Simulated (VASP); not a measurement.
# BaZrO3: the relaxed cell at several levels

Aim: relax BaZrO3 at several levels and hold each cell against experiment. The levels: LDA, PBE, r2SCAN, PBE + D3(BJ), r2SCAN + rVV10, optB88-vdW, PBE + TS and BLYP + D3(BJ). The start is a cell from a database of measured crystal structures.

Calculated with VASP 6.6.1; LDA; plane waves and PAW (Ba_sv, Zr_sv, O), in the first sound run; inputs show where later runs differ.

The experiments to compare with:

For BaZrO3, cubic perovskite (undoped submicron crystals from molten salt synthesis), “Excitation-Dependent Photoluminescence of BaZrO3:Eu3+ Crystals” (2022, pmc:9457899) gives, by XRD Rietveld refinement: lattice constant a (a, undoped) 4.1947 ± 0.0002 Å [submicron molten-salt powder; measurement temperature not stated].

Report form: the programs' logs are mostly left out.

### Step 1. Set-up

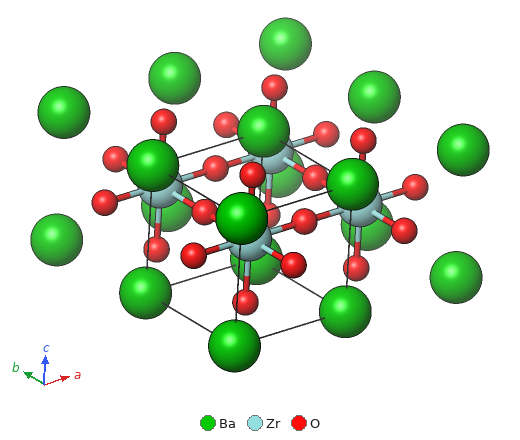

The cell as given, from a free direction (barium green, zirconium light teal, oxygen red). 2×2×1 cells are drawn. Some periodic images of atoms are drawn too.

Structure file:

```xyz
5
Lattice="4.1913 0.0000 0.0000 0.0000 4.1913 0.0000 0.0000 0.0000 4.1913" Properties=species:S:1:pos:R:3 pbc="T T T"
Ba    0.0000    0.0000    0.0000
Zr    2.0957    2.0957    2.0957
O     0.0000    2.0957    2.0957
O     2.0957    0.0000    2.0957
O     2.0957    2.0957    0.0000
```

### Step 2. Relaxation with LDA

The start need not lie at this functional's minimum. ISIF = 3 frees volume, shape and positions, and EDIFFG sets the threshold on forces and stress at which the search stops. LDA, the lowest rung, knows the local density alone.

File INCAR:

```
SYSTEM = BaZrO3
PREC = Accurate
ENCUT = 560
EDIFF = 1E-06
NELM = 100
ISMEAR = -1
SIGMA = 0.05
LREAL = .FALSE.
ALGO = Normal
GGA = CA
NBANDS = 26
LASPH = .TRUE.
LORBIT = 11
LWAVE = .FALSE.
LCHARG = .FALSE.
KPAR = 4
IBRION = 2
NSW = 60
ISIF = 3
EDIFFG = -0.01
```

File POSCAR:

```
BaZrO3
1.0
    4.1913400000      0.0000000000      0.0000000000
    0.0000000000      4.1913400000      0.0000000000
    0.0000000000      0.0000000000      4.1913400000
Ba Zr O
1 1 3
Direct
    0.0000000000      0.0000000000      0.0000000000
    0.5000000000      0.5000000000      0.5000000000
    0.0000000000      0.5000000000      0.5000000000
    0.5000000000      0.0000000000      0.5000000000
    0.5000000000      0.5000000000      0.0000000000
```

File KPOINTS:

```
Automatic mesh
0
Gamma
5 5 5
0 0 0
```

The projector-augmented-wave data sets are Ba_sv, Zr_sv and O (PBE family, release 64).

The run is started by

```console
mpirun -np 4 vasp_std
```

It took 8 s on 4 MPI ranks of AMD EPYC 9R45, shared host; peak memory 0.6 GiB; 30 s of CPU time.

The gap is read on the k-mesh alone, so it is an upper bound where the band edges lie off the mesh. Harder data sets than Ba_sv exist (the GW ones), and pressures, volumes and forces can shift noticeably with them. The PAW data sets were made with PBE, though LDA sets exist; this is a small mismatch. The run keeps the 48 symmetry operations of its start, so it cannot find a distortion of lower symmetry.

The steps of the relaxation:

| step | energy less that of the first step (eV) | largest force (eV/Å) | pressure (GPa) | volume (Å³) |
| --- | --- | --- | --- | --- |
| 1 | 0.0000 | 0.0000 | -3.65 | 73.63 |
| 2 | 0.0103 | 0.0000 | 4.96 | 70.12 |
| 3 | -0.0186 | 0.0000 | -0.03 | 72.04 |

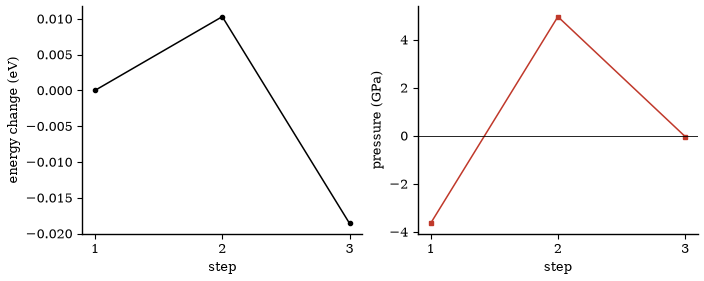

Energy and pressure along the relaxation.

| conventional cell, symmetrised | before | after | change |
| --- | --- | --- | --- |
| a (Å) | 4.191 | 4.161 | -0.7 % |
| b (Å) | 4.191 | 4.161 | -0.7 % |
| c (Å) | 4.191 | 4.161 | -0.7 % |
| volume (Å³/atom) | 14.73 | 14.41 | -2.2 % |

Final coordinates:

```xyz
5
Lattice="4.1609 0.0000 0.0000 0.0000 4.1609 0.0000 0.0000 0.0000 4.1609" Properties=species:S:1:pos:R:3 pbc="T T T"
Ba    0.0000    0.0000    0.0000
Zr    2.0805    2.0805    2.0805
O     0.0000    2.0805    2.0805
O     2.0805    0.0000    2.0805
O     2.0805    2.0805    0.0000
```

A gap read on the k-mesh alone can miss the band edges.

Numbers from this step:

| Quantity | Value |
| --- | --- |
| electrons | 40 |
| bands | 26 |
| irreducible k-points | 10 |
| symmetry operations | 48 |
| free energy (TOTEN) | -45.91 eV |
| Fermi energy | 4.625 eV |
| pressure | -0.02998 GPa |
| metallic | no |
| valence top at k | 0.4, 0.4, 0.4 |
| conduction bottom at k | 0, 0, 0 |
| least direct gap at k | 0, 0, 0 |
| SCF cycles over all ionic steps | 32 |
| gap on the k-mesh | 3.225 eV |
| least direct gap on the k-mesh | 3.303 eV |

It ends with forces that vanish by symmetry and a pressure of -0.03 GPa. The volume lies -2.2 % from that of the database's start, which holds the thermal and zero-point expansion of its experiment. The conventional cell has a = 4.161 Å.

### Step 3. Relaxation with PBE

This step: PBE; plane waves and PAW (Ba_sv, Zr_sv, O) (VASP 6.6.1).

PBE, the usual starting point, adds the gradient of the density.

INCAR, as its differences from that of step 2:

```diff
@@ -9,3 +9,3 @@
 ALGO = Normal
-GGA = CA
+GGA = PE
 NBANDS = 26
```

POSCAR is that of step 2.

KPOINTS is that of step 2.

The run is started by

```console
mpirun -np 4 vasp_std
```

It took 11 s on 4 MPI ranks; peak memory 0.68 GiB.

The steps of the relaxation:

| step | energy less that of the first step (eV) | largest force (eV/Å) | pressure (GPa) | volume (Å³) |
| --- | --- | --- | --- | --- |
| 1 | 0.0000 | 0.0000 | 5.04 | 73.63 |
| 2 | 0.0052 | 0.0000 | -4.79 | 78.68 |
| 3 | -0.0361 | 0.0000 | -0.02 | 76.01 |

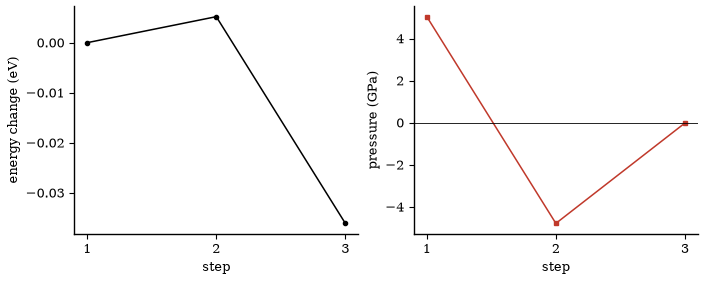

Energy and pressure along the relaxation.

| conventional cell, symmetrised | before | after | change |
| --- | --- | --- | --- |
| a (Å) | 4.191 | 4.236 | +1.1 % |
| b (Å) | 4.191 | 4.236 | +1.1 % |
| c (Å) | 4.191 | 4.236 | +1.1 % |
| volume (Å³/atom) | 14.73 | 15.20 | +3.2 % |

The relaxed structure:

```cif
data_structure
_symmetry_space_group_name_H-M 'P 1'
_symmetry_Int_Tables_number 1
_cell_length_a 4.2360
_cell_length_b 4.2360
_cell_length_c 4.2360
_cell_angle_alpha 90.000
_cell_angle_beta 90.000
_cell_angle_gamma 90.000
_cell_volume 76.01
loop_
_atom_site_label
_atom_site_type_symbol
_atom_site_fract_x
_atom_site_fract_y
_atom_site_fract_z
_atom_site_occupancy
Ba1 Ba 0.00000 0.00000 0.00000 1
Zr2 Zr 0.50000 0.50000 0.50000 1
O3 O 0.00000 0.50000 0.50000 1
O4 O 0.50000 0.00000 0.50000 1
O5 O 0.50000 0.50000 0.00000 1
```

This step gave:

| Property | Result |
| --- | --- |
| free energy (TOTEN) | -41.72 eV |
| Fermi energy | 4.732 eV |
| pressure | -0.01685 GPa |
| SCF cycles over all ionic steps | 33 |
| gap on the k-mesh | 3.217 eV |
| least direct gap on the k-mesh | 3.375 eV |

It ends at 15.20 Å³/atom, +3.2 % from the start, with -0.02 GPa left. The conventional cell has a = 4.236 Å.

### Step 4. Relaxation with r2SCAN

This step: r2SCAN; plane waves and PAW (Ba_sv, Zr_sv, O) (VASP 6.6.1).

r2SCAN adds the kinetic-energy density, costs more than a GGA and is run with LASPH.

INCAR, as its differences from that of step 3:

```diff
@@ -9,5 +9,5 @@
 ALGO = Normal
-GGA = PE
+METAGGA = R2SCAN
+LASPH = .TRUE.
 NBANDS = 26
-LASPH = .TRUE.
 LORBIT = 11
```

POSCAR is that of step 3.

KPOINTS is that of step 3.

The run is started by

```console
mpirun -np 4 vasp_std
```

The job ended after 39 s (4 MPI ranks; peak memory 0.72 GiB; 2.5 min of CPU time).

The PAW data sets were made with PBE, which is usual practice but a small mismatch for other functionals.

The steps of the relaxation:

| step | energy less that of the first step (eV) | largest force (eV/Å) | pressure (GPa) | volume (Å³) |
| --- | --- | --- | --- | --- |
| 1 | 0.0000 | 0.0000 | 2.67 | 73.63 |
| 2 | 0.0047 | 0.0000 | -3.04 | 76.28 |
| 3 | -0.0095 | 0.0000 | 0.00 | 74.80 |

| conventional cell, symmetrised | before | after | change |
| --- | --- | --- | --- |
| a (Å) | 4.191 | 4.213 | +0.5 % |
| b (Å) | 4.191 | 4.213 | +0.5 % |
| c (Å) | 4.191 | 4.213 | +0.5 % |
| volume (Å³/atom) | 14.73 | 14.96 | +1.6 % |

Final coordinates:

```xyz
5
Lattice="4.2135 0.0000 0.0000 0.0000 4.2135 0.0000 0.0000 0.0000 4.2135" Properties=species:S:1:pos:R:3 pbc="T T T"
Ba    0.0000    0.0000    0.0000
Zr    2.1067    2.1067    2.1067
O     0.0000    2.1067    2.1067
O     2.1067    0.0000    2.1067
O     2.1067    2.1067    0.0000
```

It ends at 14.96 Å³/atom, +1.6 % from the start, with 0.00 GPa left. The conventional cell has a = 4.213 Å.

### Step 5. Relaxation with PBE + D3(BJ)

This step: PBE with D3(BJ); plane waves and PAW (Ba_sv, Zr_sv, O) (VASP 6.6.1).

A dispersion term adds the long-range attraction that semilocal functionals lack. D3 with Becke-Johnson damping keeps a finite attraction at short range.

INCAR, as its differences from that of step 4:

```diff
@@ -9,5 +9,6 @@
 ALGO = Normal
-METAGGA = R2SCAN
+GGA = PE
+IVDW = 12
+NBANDS = 26
 LASPH = .TRUE.
-NBANDS = 26
 LORBIT = 11
```

POSCAR is that of step 4.

KPOINTS is that of step 4.

The run is started by

```console
mpirun -np 4 vasp_std
```

Elapsed: 11 s, on 4 MPI ranks; peak memory 0.72 GiB.

Step by step:

| step | energy less that of the first step (eV) | largest force (eV/Å) | pressure (GPa) | volume (Å³) |
| --- | --- | --- | --- | --- |
| 1 | 0.0000 | 0.0000 | 2.30 | 73.63 |
| 2 | 0.0016 | 0.0000 | -2.40 | 75.91 |
| 3 | -0.0076 | 0.0000 | 0.00 | 74.71 |

| conventional cell, symmetrised | before | after | change |
| --- | --- | --- | --- |
| a (Å) | 4.191 | 4.212 | +0.5 % |
| b (Å) | 4.191 | 4.212 | +0.5 % |
| c (Å) | 4.191 | 4.212 | +0.5 % |
| volume (Å³/atom) | 14.73 | 14.94 | +1.5 % |

Final coordinates:

```cif
data_structure
_symmetry_space_group_name_H-M 'P 1'
_symmetry_Int_Tables_number 1
_cell_length_a 4.2116
_cell_length_b 4.2116
_cell_length_c 4.2116
_cell_angle_alpha 90.000
_cell_angle_beta 90.000
_cell_angle_gamma 90.000
_cell_volume 74.71
loop_
_atom_site_label
_atom_site_type_symbol
_atom_site_fract_x
_atom_site_fract_y
_atom_site_fract_z
_atom_site_occupancy
Ba1 Ba 0.00000 0.00000 0.00000 1
Zr2 Zr 0.50000 0.50000 0.50000 1
O3 O 0.00000 0.50000 0.50000 1
O4 O 0.50000 0.00000 0.50000 1
O5 O 0.50000 0.50000 0.00000 1
```

It ends at 14.94 Å³/atom, +1.5 % from the start, with 0.00 GPa left. The conventional cell has a = 4.212 Å. Against plain PBE, the dispersion term moves a by -0.6 %.

### Step 6. Relaxation with r2SCAN + rVV10

This step: r2SCAN with rVV10; plane waves and PAW (Ba_sv, Zr_sv, O) (VASP 6.6.1).

LUSE_VDW switches on a nonlocal correlation term for dispersion.

INCAR, as its differences from that of step 5:

```diff
@@ -9,6 +9,9 @@
 ALGO = Normal
-GGA = PE
-IVDW = 12
+METAGGA = R2SCAN
+LUSE_VDW = .TRUE.
+IVDW_NL = 2
+BPARAM = 11.95
+CPARAM = 0.0093
+LASPH = .TRUE.
 NBANDS = 26
-LASPH = .TRUE.
 LORBIT = 11
```

POSCAR is that of step 5.

KPOINTS is that of step 5.

The run is started by

```console
mpirun -np 4 vasp_std
```

Run time: 89 s. Hardware: 4 MPI ranks; peak memory 1.2 GiB; 5.9 min of CPU time.

It ends at 14.86 Å³/atom, +0.9 % from the start, with 0.00 GPa left. The conventional cell has a = 4.204 Å. Against plain r2SCAN, the dispersion term moves a by -0.2 %.

### Step 7. Relaxation with optB88-vdW

This step: optB88-vdW; plane waves and PAW (Ba_sv, Zr_sv, O) (VASP 6.6.1).

optB88-vdW pairs nonlocal correlation with a B88-type exchange refitted to the binding of molecular dimers.

INCAR, as its differences from that of step 6:

```diff
@@ -9,7 +9,7 @@
 ALGO = Normal
-METAGGA = R2SCAN
+GGA = BO
+AGGAC = 0
 LUSE_VDW = .TRUE.
-IVDW_NL = 2
-BPARAM = 11.95
-CPARAM = 0.0093
+PARAM1 = 0.1833333333
+PARAM2 = 0.22
 LASPH = .TRUE.
```

POSCAR is that of step 6.

KPOINTS is that of step 6.

The run is started by

```console
mpirun -np 4 vasp_std
```

Wall time 65 s (4 MPI ranks); peak memory 1.5 GiB.

It ends at 15.07 Å³/atom, +2.4 % from the start, with -0.02 GPa left. The conventional cell has a = 4.224 Å.

### Step 8. Relaxation with PBE + TS

This step: PBE with TS; plane waves and PAW (Ba_sv, Zr_sv, O) (VASP 6.6.1).

The Tkatchenko-Scheffler scheme scales free-atom polarisabilities by Hirshfeld volumes.

INCAR, as its differences from that of step 7:

```diff
@@ -9,9 +9,6 @@
 ALGO = Normal
-GGA = BO
-AGGAC = 0
-LUSE_VDW = .TRUE.
-PARAM1 = 0.1833333333
-PARAM2 = 0.22
+GGA = PE
+IVDW = 20
+NBANDS = 26
 LASPH = .TRUE.
-NBANDS = 26
 LORBIT = 11
```

POSCAR is that of step 7.

KPOINTS is that of step 7.

The run is started by

```console
mpirun -np 4 vasp_std
```

Run time: 20 s. Hardware: 4 MPI ranks; peak memory 0.7 GiB; 76 s of CPU time.

Plain TS starts from free neutral atoms, whose polarisability is far too large for alkali and alkaline-earth ions, so it can overbind such cells badly.

It ends at 14.78 Å³/atom, +0.4 % from the start, with 0.03 GPa left. The conventional cell has a = 4.197 Å. Against plain PBE, the dispersion term moves a by -0.9 %.

### Step 9. Relaxation with BLYP + D3(BJ)

This step: BLYP with D3(BJ); plane waves and PAW (Ba_sv, Zr_sv, O) (VASP 6.6.1).

BLYP comes from molecular chemistry and underbinds dense solids.

INCAR, as its differences from that of step 8:

```diff
@@ -9,4 +9,12 @@
 ALGO = Normal
-GGA = PE
-IVDW = 20
+GGA = B5
+ALDAX = 1
+AGGAX = 1
+AGGAC = 1
+ALDAC = 0
+IVDW = 12
+VDW_S6 = 1
+VDW_S8 = 2.6996
+VDW_A1 = 0.4298
+VDW_A2 = 4.2359
 NBANDS = 26
```

POSCAR is that of step 8.

KPOINTS is that of step 8.

The run is started by

```console
mpirun -np 4 vasp_std
```

Run time: 41 s. Hardware: 4 MPI ranks; peak memory 0.72 GiB; 2.6 min of CPU time.

It ends at 15.09 Å³/atom, +2.5 % from the start, with -0.03 GPa left. The conventional cell has a = 4.225 Å.

### Step 10. The cells as a table

This step: relaxed cells at several levels; plane waves and PAW (VASP 6.6.1).

No new run; the numbers come from the runs before.

Lengths are those of the conventional cell; cost is the wall time of each run, as given at its step, times its ranks, without the set-up around it. Results by level, by row:

| level | volume (Å³/atom) | change from the start (%) | a (Å) | cost (core minutes) |
| --- | --- | --- | --- | --- |
| LDA | 14.41 | -2.2 | 4.161 | 0.533 |
| PBE | 15.2 | 3.2 | 4.236 | 0.747 |
| r2SCAN | 14.96 | 1.6 | 4.213 | 2.6 |
| PBE + D3(BJ) | 14.94 | 1.5 | 4.212 | 0.733 |
| r2SCAN + rVV10 | 14.86 | 0.9 | 4.204 | 5.93 |
| optB88-vdW | 15.07 | 2.4 | 4.224 | 4.33 |
| PBE + TS | 14.78 | 0.4 | 4.197 | 1.31 |
| BLYP + D3(BJ) | 15.09 | 2.5 | 4.225 | 2.73 |

### Step 11. What came out

| Property | Result |
| --- | --- |
| volume, LDA | 14.41 Å³/atom |
| volume, PBE | 15.20 Å³/atom |
| volume, r2SCAN | 14.96 Å³/atom |
| volume, PBE + D3(BJ) | 14.94 Å³/atom |
| volume, r2SCAN + rVV10 | 14.86 Å³/atom |
| volume, optB88-vdW | 15.07 Å³/atom |
| volume, PBE + TS | 14.78 Å³/atom |
| volume, BLYP + D3(BJ) | 15.09 Å³/atom |

**Reading.** For BaZrO3 the levels give volumes between 14.41 Å³/atom (LDA) and 15.20 Å³/atom (PBE), a spread of 5.5 %, while the cost of the finished runs spans a factor of 11. Within 1 % of experiment on every length: LDA, PBE, r2SCAN, PBE + D3(BJ), r2SCAN + rVV10, optB88-vdW, PBE + TS and BLYP + D3(BJ). The nearest, PBE + TS, took 2.5 times the core time of LDA and lowers the largest miss from 0.81 to 0.05 %. Thermal and zero-point expansion, often some tenths of a per cent in length, bear on this order: with the measured lengths lowered by an assumed 0.4 % the nearest becomes LDA. The costs hold the number of ionic steps as well as the price of the functional. The closing table has room for seven levels; BLYP + D3(BJ) stands in the table of levels alone. Adding D3(BJ) to PBE changes the volume by -1.7 % (a by -0.6 %). Adding rVV10 to r2SCAN changes the volume by -0.7 % (a by -0.2 %). Adding TS to PBE changes the volume by -2.7 % (a by -0.9 %). Plain TS (PBE + TS) starts from free neutral atoms, far too polarisable for alkali and alkaline-earth ions, and can overbind such cells badly. Within 0.02 Å all end in space group Pm-3m; the runs can't lower the symmetry of the start. Each is a single relaxation on the plane waves of the start cell, so larger changes of volume carry a basis-set error that was not tested here.

Comparison with the measured values:

| quantity | measured | LDA | PBE | r2SCAN | PBE + D3(BJ) | r2SCAN + rVV10 | optB88-vdW | PBE + TS |
| --- | --- | --- | --- | --- | --- | --- | --- | --- |
| lattice constant a (Å) | 4.1947 | 4.161 (-0.8 %) | 4.236 (+1.0 %) | 4.213 (+0.4 %) | 4.212 (+0.4 %) | 4.204 (+0.2 %) | 4.224 (+0.7 %) | 4.197 (+0.1 %) |

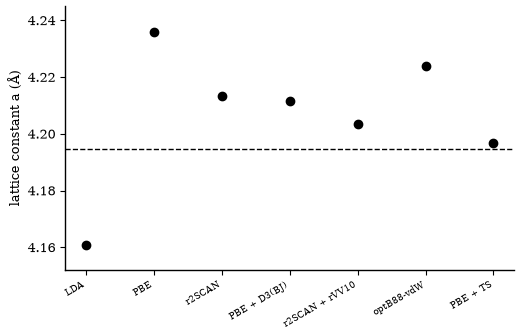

The lattice constant a by level; the dashed line is the measured value.

Measured values from pmc:9457899 (2022).

**Verdict.** For the lattice constant a, of the levels listed nearest comes PBE + TS (+0.1 %, good agreement) and farthest PBE (+1.0 %, fair agreement). The grades are ours: good and fair within 0.7 and 1.5 % for the lattice constant a. Zero-point motion and thermal expansion are not in the computed lattice constants.

[Lines on the potential files, build, host, timing and source positions are cut from VASP's logs without a mark.]

[Logs are printed without paths, hosts, clocks, repeated set-up lines and the standing remarks that a program may print on its own settings, such as how far it seeks lower states.]

[Hosts, paths, dates, database ids (printed as entryN), source tags and the programs' standing remarks are cut or masked in the printed files.]

[A measured line is paired with the nearest computed mode of its activity, which favours agreement.]
